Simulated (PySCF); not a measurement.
# C6H5NP2 (SMILES Cc1cpc(C#N)pc1): what the fields show

```yaml
atoms:
  - { symbol: C, position_ang: [-2.3481, 0.2341, 0.0921] }
  - { symbol: C, position_ang: [-0.8561, 0.0674, 0.0339] }
  - { symbol: C, position_ang: [-0.1529, 0.1106, 1.2287] }
  - { symbol: P, position_ang: [1.5468, -0.0176, 1.5221] }
  - { symbol: C, position_ang: [2.2006, -0.2185, -0.0896] }
  - { symbol: C, position_ang: [3.6007, -0.3528, -0.1455] }
  - { symbol: N, position_ang: [4.7432, -0.4624, -0.1910] }
  - { symbol: P, position_ang: [1.3945, -0.2794, -1.6426] }
  - { symbol: C, position_ang: [-0.2705, -0.0917, -1.2134] }
  - { symbol: H, position_ang: [-2.5975, 1.2936, 0.0189] }
  - { symbol: H, position_ang: [-2.8331, -0.2838, -0.7321] }
  - { symbol: H, position_ang: [-2.7482, -0.1419, 1.0309] }
  - { symbol: H, position_ang: [-0.7389, 0.2450, 2.1319] }
  - { symbol: H, position_ang: [-0.9410, -0.1029, -2.0663] }
```

Geometry: GFN2-xTB.

These are results of PBE0/pcSseg-1, SCF density, gas phase, non-relativistic in PySCF 2.14.0, not measurements.

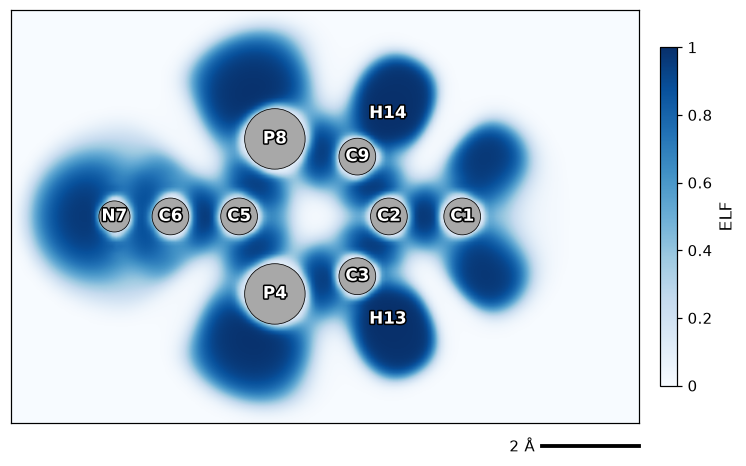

Figure 1. ELF on the plane of atoms C1, C2 and C9. Grey discs cover the atomic cores.

Question: Describe what can be read from this map.

Answer: The section cuts through C, P, N and H sites. C–N (1.15 Å): the ELF peaks at about 0.85 between the atoms: a multiple bond. C–C (1.39 Å): the ELF peaks at about 0.95 between the atoms (localised, covalent bonding). C–P (1.73 Å): the ELF peaks at about 0.95 between the atoms (a covalent bond). C–H (1.08 Å): the ELF climbs to about 1 towards the hydrogen, as it does in any bond to H: a covalent bond by its length. C–C (1.50 Å): the ELF peaks at about 0.95 between the atoms: localised, covalent bonding. The ELF also peaks beside P4, N7 and P8, away from the bonds: lone-pair regions.

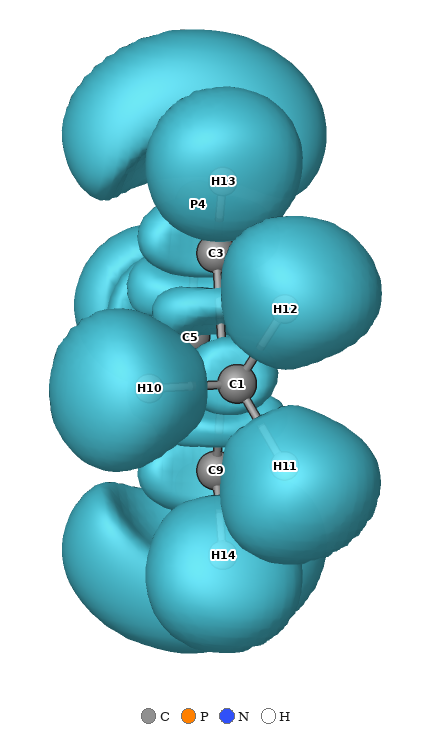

Figure 2. Isosurface of the electron localisation function at 0.8 (cyan), seen at an oblique angle. Only the valence region is drawn (cores and ρ < 0.01 e/Å³ removed).

Question: Describe the localisation domains.

Answer: At this value the surface marks out four regions between bonded C–C atoms (shared pairs), one region between bonded C–N atoms (shared pairs), four regions between bonded C–P atoms (shared pairs), five regions around hydrogen nuclei, one lobe on N, pointing away from the bonds (lone pairs) and two lobes on P, pointing away from the bonds (lone pairs).

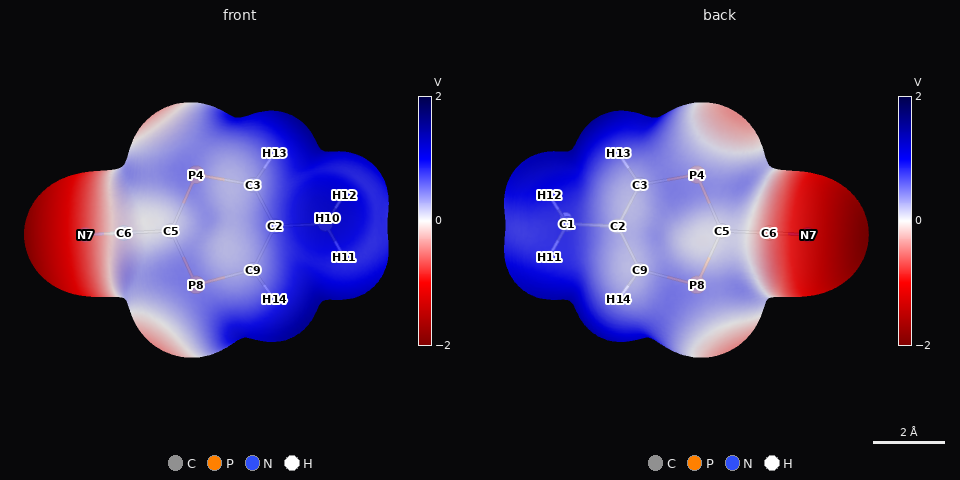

Figure 3. The electrostatic potential painted on the density surface at 0.002 e/bohr³, seen from the front and from behind; red is negative and blue positive.

Question: Where is the surface potential most negative and most positive?

Answer: The most negative region (about −1.9 V, or −44 kcal/mol for a unit charge) lies over N7, the most positive (about +1.5 V, or +35 kcal/mol for a unit charge) over H13 and H14. N7 is the likeliest acceptor of a hydrogen bond.
